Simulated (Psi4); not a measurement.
# One shape, several levels: BNH6 (B(NH3)H3)

Wanted: a comparison of 6 runs (HF/STO-3G, HF/def2-SVP, HF/DZP, BLYP/6-31G*, UMP2/def2-SVPD) of BNH6 (B(NH3)H3). 

The results are computed with Psi4 1.11.

3 further runs of the same task are left out: 3 set aside as unsound or not needed.

### Step 1. The molecule

The species is BNH6 (8 atoms), meant as a singlet with charge 0. SMILES: `[H]B([H])([H])<-N`. Geometry: relaxed at GFN2-xTB.

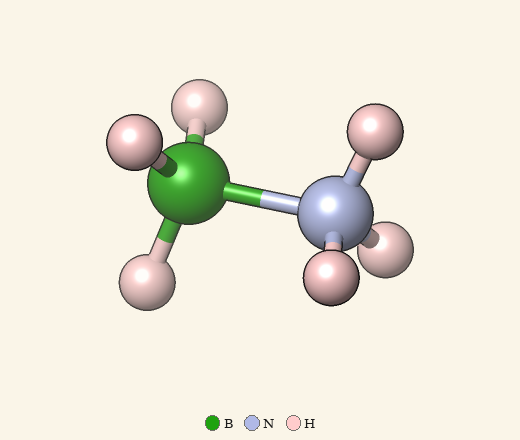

Viewed from a chosen angle; boron green, nitrogen light blue, hydrogen pink.

### Step 2. The energy at HF/STO-3G (run 1)

File calc.inp:

```
memory 1600 mb

molecule geom {
  0 1
  B
  N 1 R2
  H 2 R3 1 A3
  H 2 R4 3 A4 1 D4
  H 2 R5 3 A5 4 D5
  H 1 R6 2 A6 3 D6
  H 1 R7 6 A7 2 D7
  H 1 R8 6 A8 7 D8

  R2 = 1.658667
  R3 = 1.012677
  A3 = 108.59443
  R4 = 1.012808
  A4 = 110.31765
  D4 = 118.91755
  R5 = 1.012841
  A5 = 110.37282
  D5 = 122.18649
  R6 = 1.190502
  A6 = 105.54403
  D6 = 179.50163
  R7 = 1.190745
  A7 = 113.0966
  D7 = 114.90795
  R8 = 1.190494
  A8 = 113.09428
  D8 = 130.17891
  symmetry c1
}

set {
  basis STO-3G
  puream true
  e_convergence 1e-09
  d_convergence 1e-08
  scf_type pk
}

e_tot, wfn = energy('scf', return_wfn=True)
oeprop(wfn, 'MAYER_INDICES', 'LOWDIN_CHARGES', 'DIPOLE')
```

The run is started by

```
$ psi4 -n 1 calc.inp calc.out
```

calc.out:

```text
[...]
  Running in c1 symmetry.
[...]
  Nuclear repulsion =   40.786409770538633
[...]
  Multiplicity = 1
[...]
  Nalpha       = 9
  Nbeta        = 9
[...]
    Number of basis functions: 16
[...]
   @RHF iter   1:   -81.57135467113201   -2.02431e+00   1.02915e-02 ADIIS/DIIS
[...]
   @RHF iter   9:   -81.59563200962870   -1.42109e-13   1.73613e-09 DIIS
[...]
    Orbital Energies [Eh]
    ---------------------
    Doubly Occupied:
       1A    -15.496273     2A     -7.279128     3A     -1.224304
       4A     -0.708166     5A     -0.708022     6A     -0.657508
       7A     -0.458764     8A     -0.352689     9A     -0.352622
[...]
  @RHF Final Energy:   -81.59563200962870
   => Energetics <=
    Nuclear Repulsion Energy =             40.7864097705386328
    One-Electron Energy =                -190.2891296168493511
    Two-Electron Energy =                  67.9070878366820239
    Total Energy =                        -81.5956320096287016
[...]
 Multipole Moments:
 ------------------------------------------------------------------------------------
     Multipole            Electronic (a.u.)      Nuclear  (a.u.)        Total (a.u.)
 ------------------------------------------------------------------------------------
 L = 1.  Multiply by 2.5417464519 to convert [e a0] to [Debye]
 Dipole X            :          0.0004739           -0.0002587            0.0002151
 Dipole Y            :          0.0000369            0.0001954            0.0002323
 Dipole Z            :          1.8327637            0.4239069            2.2566706
 Magnitude           :                                                    2.2566706
[...]
```

It took 1.2 s on 1 thread of Intel Xeon 6975P-C (Granite Rapids), shared host; peak memory 0.18 GiB.

### Step 3. The energy at HF/def2-SVP (density fitting) (run 2)

File bh6n.xyz:

```xyz
8
BH6N
B     -0.002200     0.002970    -0.830690
N      0.002130    -0.003040     0.827960
H     -0.956060     0.034440     1.153510
H      0.515830     0.807160     1.152720
H      0.449590    -0.854150     1.146140
H      1.143350    -0.032090    -1.152840
H     -0.545010     1.015160    -1.144860
H     -0.607620    -0.970450    -1.151930
```

File run_ase.py:

```python
import numpy as np
from ase.calculators.psi4 import Psi4
from ase.io import read

atoms = read('bh6n.xyz')
calc = Psi4(atoms=atoms, method='hf', basis='def2-SVP', memory='1600MB', num_threads=1, charge=0, multiplicity=1, label='bh6n')
calc.psi4.set_options({'scf_type': 'disk_df'})
atoms.calc = calc

print(f'energy: {atoms.get_potential_energy():.6f} eV')
```

The run is started by

```
$ python run_ase.py
```

bh6n.dat:

```text
[...]
  Running in c1 symmetry.
[...]
  Nuclear repulsion =   40.786411378503296
[...]
  Multiplicity = 1
[...]
  Nalpha       = 9
  Nbeta        = 9
[...]
    Number of basis functions: 58
[...]
   @DF-RHF iter   1:   -82.47788997993010   -5.09343e-01   5.88352e-03 DIIS/ADIIS
[...]
   @DF-RHF iter   8:   -82.55824296310693   -4.41619e-09   1.77799e-07 DIIS
[...]
    Orbital Energies [Eh]
    ---------------------
    Doubly Occupied:
       1A    -15.644937     2A     -7.525616     3A     -1.233636
       4A     -0.732935     5A     -0.732787     6A     -0.702908
       7A     -0.509048     8A     -0.413210     9A     -0.413148
[...]
  @DF-RHF Final Energy:   -82.55824296310693
   => Energetics <=
    Nuclear Repulsion Energy =             40.7864113785032956
    One-Electron Energy =                -190.8728522168482868
    Two-Electron Energy =                  67.5281978752380638
    Total Energy =                        -82.5582429631069346
[...]
 Multipole Moments:
 ------------------------------------------------------------------------------------
     Multipole            Electronic (a.u.)      Nuclear  (a.u.)        Total (a.u.)
 ------------------------------------------------------------------------------------
 L = 1.  Multiply by 2.5417464519 to convert [e a0] to [Debye]
 Dipole X            :          0.0046594            0.0013121            0.0059715
 Dipole Y            :         -0.0068824           -0.0012848           -0.0081672
 Dipole Z            :          1.7649458            0.4239032            2.1888490
 Magnitude           :                                                    2.1888724
[...]
```

On the terminal:

```text
energy: -2246.524219 eV
```

Wall time 1.5 s (1 thread of Intel Xeon 6975P-C (Granite Rapids), shared host); peak memory 0.2 GiB.

Runs 3 to 5 aren't shown in full; the table further down has their settings and results.

### Step 4. A single-point energy at UMP2/def2-SVPD (sfX2C, density fitting for correlation, ddPCM dimethylsulfoxide) (run 6)

File bh6n.sdf:

```

     RDKit          3D

  8  7  0  0  0  0  0  0  0  0999 V2000
   -0.0022    0.0030   -0.8307 B   0  0  0  0  0  0  0  0  0  0  0  0
    0.0021   -0.0030    0.8280 N   0  0  0  0  0  0  0  0  0  0  0  0
   -0.9561    0.0344    1.1535 H   0  0  0  0  0  0  0  0  0  0  0  0
    0.5158    0.8072    1.1527 H   0  0  0  0  0  0  0  0  0  0  0  0
    0.4496   -0.8541    1.1461 H   0  0  0  0  0  0  0  0  0  0  0  0
    1.1434   -0.0321   -1.1528 H   0  0  0  0  0  0  0  0  0  0  0  0
   -0.5450    1.0152   -1.1449 H   0  0  0  0  0  0  0  0  0  0  0  0
   -0.6076   -0.9705   -1.1519 H   0  0  0  0  0  0  0  0  0  0  0  0
  2  1  1  0
  3  2  1  0
  4  2  1  0
  5  2  1  0
  6  1  1  0
  7  1  1  0
  8  1  1  0
M  CHG  2   1  -1   2   1
M  END
$$$$
```

File job.py:

```python
import psi4
from rdkit import Chem

psi4.set_memory(1600000000)
psi4.set_num_threads(1)
psi4.set_output_file('psi4.out', False)

rd = Chem.SDMolSupplier('bh6n.sdf', removeHs=False, sanitize=False)[0]
xyz = rd.GetConformer().GetPositions()
atoms = '\n'.join(f'{a.GetSymbol()} {x:.4f} {y:.4f} {z:.4f}' for a, (x, y, z) in zip(rd.GetAtoms(), xyz))
mol = psi4.geometry('0 1\n' + atoms + '\nsymmetry c1\nno_reorient\nno_com')

options = {'reference': 'uhf', 'scf_type': 'direct', 'mp2_type': 'df', 'relativistic': 'x2c', 'ddx': True, 'ddx_model': 'pcm', 'ddx_solvent': 'dimethylsulfoxide', 'ddx_radii_set': 'uff'}
psi4.set_options(options)

result, w = psi4.energy('mp2/def2-SVPD', return_wfn=True)
print('E =', round(result, 9))
```

The run is started by

```
$ python job.py
```

psi4.out:

```text
[...]
  Running in c1 symmetry.
[...]
  Nuclear repulsion =   40.785963532688470
[...]
  Multiplicity = 1
[...]
  Nalpha       = 9
  Nbeta        = 9
[...]
    Number of basis functions: 88
[...]
    WARNING: The X2C and Dirac Hamiltonians have substatially different eigenvalues!
             This is probably caused by the recontraction of the basis set.
[...]
   @DF-UHF iter   1:   -82.53989543884589   -5.38360e-01   3.74668e-03 DIIS/ADIIS
[...]
   @UHF iter  15:   -82.61299884221980   -8.26645e-11   6.18857e-09 DIIS
[...]
   @S^2 Observed:                1.065814104E-13
[...]
  @UHF Final Energy:   -82.61299884221980
   => Energetics <=
    Nuclear Repulsion Energy =             40.7859635326884700
    One-Electron Energy =                -190.8348295061277611
    Two-Electron Energy =                  67.4558657720437083
    DD Solvation Energy =                 -0.0199986408242114
    Total Energy =                        -82.6129988422197954
  UHF NO Occupations:
  HONO-2 :    7  A 2.0000000
[...]
 Multipole Moments:
 ------------------------------------------------------------------------------------
     Multipole            Electronic (a.u.)      Nuclear  (a.u.)        Total (a.u.)
 ------------------------------------------------------------------------------------
 L = 1.  Multiply by 2.5417464519 to convert [e a0] to [Debye]
 Dipole X            :         -0.0003229            0.0071810            0.0068581
 Dipole Y            :          0.0014165           -0.0111494           -0.0097329
 Dipole Z            :         -0.6265638            3.1089774            2.4824136
 Magnitude           :                                                    2.4824421
[...]
```

Standard output:

```text
E = -82.931087458
```

Wall time 8.1 s (1 thread of Intel Xeon 6975P-C (Granite Rapids), shared host); peak memory 0.26 GiB.

### Step 5. All runs side by side

| run | level | integrals | integral approximation | energy (Eh) | dipole moment (D) | HOMO energy (eV) | LUMO energy (eV) | wall time |
| --- | --- | --- | --- | --- | --- | --- | --- | --- |
| 1 | HF/STO-3G | pk | none | -81.595632 | 5.74 | -9.60 | 14.19 | 1.2 s |
| 2 | HF/def2-SVP (density fitting) | disk_df | program's default | -82.558243 | 5.56 | -11.24 | 3.66 | 1.5 s |
| 3 | HF/DZP (density fitting, Cartesian functions) | df | program's default | -82.634145 | 5.45 | -11.16 | 4.42 | 6.6 s |
| 4 | BLYP/6-31G* (spherical functions) | pk | none | -83.143911 | 5.48 | -5.92 | 0.19 | 6 s |
| 5 | UMP2/def2-SVPD (density fitting for correlation, ddPCM dimethylsulfoxide) | direct | none | -82.897931 | – | -11.87 | 1.33 | 7.8 s |
| 6 | UMP2/def2-SVPD (sfX2C, density fitting for correlation, ddPCM dimethylsulfoxide) | direct | none | -82.931087 | – | -11.87 | 1.31 | 8.1 s |

### Step 6. Results

| quantity | value |
| --- | --- |
| run 6: total energy | -82.93109 Eh |
| run 6: HOMO energy (Hartree–Fock orbitals) | -11.87 eV |
| run 6: LUMO energy (Hartree–Fock orbitals) | 1.31 eV |
| run 6: HOMO–LUMO gap (Hartree–Fock orbitals) | 13.18 eV |
| run 6: correlation energy | -318.1 mEh |
| run 6: solvent term in the energy | -52.5 kJ/mol |

Over runs 1, 2, 3, 4 the dipole moment (its size) runs from 5.45 D (HF/DZP) to 5.74 D (HF/STO-3G). Over runs 1, 2, 3, 4 the HOMO–LUMO gap runs from 6.11 eV (BLYP/6-31G*) to 23.79 eV (HF/STO-3G). The two ends differ in method and basis. In run 1 the basis is minimal, so the values are rough. All runs together took 31 s, the longest 8.1 s.
